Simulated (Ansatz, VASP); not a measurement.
# ZnS (Sphalerite) in two plane-wave programs, part 2 of 2

One calculation is typed for both programs; each brings its own data sets and cutoff. How far apart do they land?

VASP 6.6.1 and Ansatz 0.2.0.

So far: The starting structure; Ansatz: band structure, r2SCAN-EpsX; VASP: band structure, r2SCAN-EpsX.

**3. VASP: band structure, r2SCAN-EpsX (continued)**

Level of this step: r2SCAN-EpsX, exact-exchange share 1/6.213; plane waves and PAW (Zn, S) (VASP).

Numbers of over 12 decimals in the logs are rounded to 6 here.

Parts of OUTCAR (step 3):

```text
ion  position               nearest neighbor table
   1  0.000  0.000  0.000-   2 2.34   2 2.34   2 2.34   2 2.34
   2  0.750  0.750  0.750-   1 2.34   1 2.34   1 2.34   1 2.34

  LATTYP: Found a face centered cubic cell.
 ALAT       =     5.4093000000

 Subroutine GETGRP returns: Found 24 space group operations
 (whereof 24 operations were pure point group operations)

The static configuration has the point symmetry T_d .

 Found     10 irreducible k-points:

   k-points           NKPTS =     10   k-points in BZ     NKDIM =    125   number of bands    NBANDS=     15

   dimension x,y,z NGX =    24 NGY =   24 NGZ =   24
   dimension x,y,z NGXF=    48 NGYF=   48 NGZF=   48

   ENCUT  =  350.0 eV  25.72 Ry    5.07 a.u.   5.83  5.83  5.83*2*pi/ulx,y,z

   NELECT =      18.0000    total number of electrons

 k-points in reciprocal lattice and weights: Automatic mesh
   0.00000000  0.00000000  0.00000000       0.008
   0.20000000  0.00000000  0.00000000       0.064
   0.40000000  0.00000000  0.00000000       0.064
   0.20000000  0.20000000  0.00000000       0.048
   0.40000000  0.20000000  0.00000000       0.192
  -0.40000000  0.20000000  0.00000000       0.192
  -0.20000000  0.20000000  0.00000000       0.096
   0.40000000  0.40000000  0.00000000       0.048
  -0.40000000  0.40000000  0.00000000       0.096
  -0.40000000  0.40000000  0.20000000       0.192

  exchange ACFDT corr.  =         0.00000000  see jH, gK, PRB 81, 115126

 average (electrostatic) potential at core
       1 -35.6234       2 -88.4327

 E-fermi :   1.3112

 k-point     1 :       0.0000    0.0000    0.0000
  band No.  band energies     occupation
    ...
      5      -5.7980      2.00000
      6      -5.7980      2.00000
      7       1.1700      2.00000
      8       1.1700      2.00000
      9       1.1700      2.00000
     10       4.9064      0.00000
     11       9.2562      0.00000
     12       9.2563      0.00000
     13       9.2563      0.00000
     14      14.7582      0.00000
    ...

 k-point     2 :       0.2000    0.0000    0.0000
  band No.  band energies     occupation
    ...
      5      -5.7989      2.00000
      6      -5.7989      2.00000
      7      -1.0789      2.00000
      8       0.8211      2.00000
      9       0.8212      2.00000
     10       6.1943      0.00000
     11       9.3797      0.00000
     12       9.7976      0.00000
     13       9.7978      0.00000
     14      13.8167      0.00000
    ...

 k-point     3 :       0.4000    0.0000    0.0000
  band No.  band energies     occupation
    ...
      5      -5.7789      2.00000
      6      -5.7788      2.00000
      7      -3.8141      2.00000
      8       0.3308      2.00000
      9       0.3308      2.00000
     10       6.1646      0.00000
     11       9.8083      0.00000
     12       9.8084      0.00000
     13      11.3929      0.00000
     14      14.8773      0.00000
    ...

  energy-cutoff  :      350.00
  volume of cell :       39.57
      direct lattice vectors                 reciprocal lattice vectors
     0.000000000  2.704650000  2.704650000    -0.184866803  0.184866803  0.184866803
     2.704650000  0.000000000  2.704650000     0.184866803 -0.184866803  0.184866803
     2.704650000  2.704650000  0.000000000     0.184866803  0.184866803 -0.184866803

 POSITION                                       TOTAL-FORCE (eV/Angst)
 -----------------------------------------------------------------------------------
      0.00000      0.00000      0.00000        -0.000000     -0.000000     -0.000000
      4.05697      4.05697      4.05697         0.000000      0.000000      0.000000
 -----------------------------------------------------------------------------------
    total drift:                               -0.000239     -0.000116     -0.000124

  FREE ENERGIE OF THE ION-ELECTRON SYSTEM (eV)
  ---------------------------------------------------
  free  energy   TOTEN  =       -18.3429163684 eV

  energy  without entropy=      -18.3429163684  energy(sigma->0) =      -18.34291637

 total charge
# of ion       s       p       d       tot
------------------------------------------
    1        0.483   0.470   9.833  10.785
    2        1.300   2.478   0.000   3.778
--------------------------------------------------
tot          1.782   2.948   9.833  14.563

[... 3 further parts left out ...]
```

**4. Differences**

Known differences besides the PAW data sets themselves: exact exchange at q = 0 is treated differently, which shows on coarse meshes; VASP keeps PBE cores, Ansatz makes them for the functional; the cutoff is 500 eV in Ansatz and 350 eV in VASP; VASP takes a coarser grid for exact exchange (PRECFOCK = Fast). Total energies have different zeros and are not compared.

Both answers:

```
                     quantity  Ansatz   VASP  difference
gap over the path points (eV)   3.737  3.736      +0.001
```

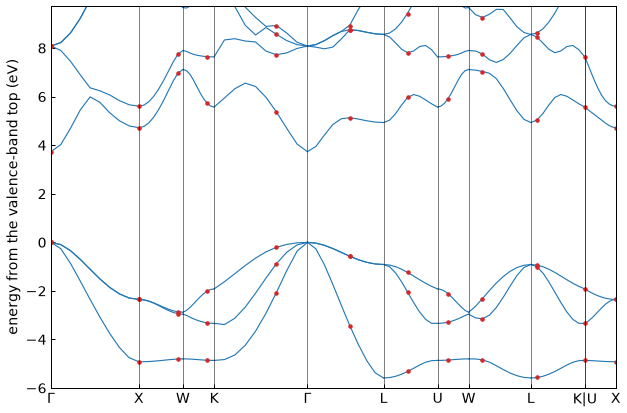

Bands from VASP (lines) and levels from Ansatz (dots). Dots without a line are higher empty bands that the VASP plot leaves out.

Levels at points of the path, from each program's valence-band top (eV; 4 filled, then empty):

```
k (reciprocal lattice)                                   Ansatz                                     VASP
     0.000 0.000 0.000      -7.04 0.00 0.00 0.00 3.74 8.08 8.08      -6.97 0.00 0.00 0.00 3.74 8.09 8.09
     0.500 0.000 0.500  -6.78 -4.92 -2.35 -2.35 4.72 5.61 13.02  -6.72 -4.92 -2.35 -2.35 4.72 5.61 13.04
     0.500 0.222 0.722   -6.62 -4.80 -2.94 -2.86 6.97 7.76 9.83   -6.55 -4.80 -2.94 -2.86 6.98 7.76 9.85
     0.403 0.347 0.750  -6.66 -4.85 -3.31 -2.00 5.73 7.64 10.90  -6.59 -4.86 -3.32 -2.01 5.73 7.65 10.93
     0.125 0.125 0.250   -7.03 -2.08 -0.89 -0.21 5.38 7.72 8.56   -6.96 -2.07 -0.89 -0.21 5.38 7.73 8.57
     0.278 0.278 0.278   -7.04 -3.43 -0.57 -0.57 5.14 8.74 8.74   -6.96 -3.43 -0.57 -0.57 5.13 8.76 8.76
     0.556 0.389 0.556   -6.76 -5.31 -2.05 -1.24 5.97 7.80 9.42   -6.70 -5.32 -2.05 -1.24 5.97 7.81 9.44
     0.583 0.250 0.667  -6.65 -4.84 -3.29 -2.11 5.91 7.66 10.65  -6.58 -4.85 -3.29 -2.11 5.91 7.66 10.68
     0.500 0.306 0.694   -6.65 -4.83 -3.15 -2.31 7.03 7.75 9.25   -6.58 -4.84 -3.15 -2.31 7.04 7.75 9.27
     0.486 0.486 0.528   -6.81 -5.56 -1.00 -0.93 5.04 8.45 8.61   -6.74 -5.57 -1.00 -0.94 5.04 8.46 8.62
```

Among the levels compared (up to four filled and three empty ones at each point), filled levels agree within 72 meV and empty ones within 36 meV.

**5. Outcome**

- difference in gap over the path points (band structure, r2SCAN-EpsX): 6.0e-4 eV

The difference in gap over the path points is 6.0e-4 eV (band structure, r2SCAN-EpsX), within the 0.08 eV picked in this series as the mark of a large difference. How closely two codes agree says nothing of how well the functional describes the real material.

[Lines on the potential files, build, host, timing and source positions are cut from VASP's logs without a mark.]

[Logs are printed without paths, hosts, clocks, repeated set-up lines and the standing remarks that a program may print on its own settings, such as how far it seeks lower states.]

[Hosts, paths, dates, database ids (printed as entryN), source tags and the programs' standing remarks are cut or masked in the printed files.]
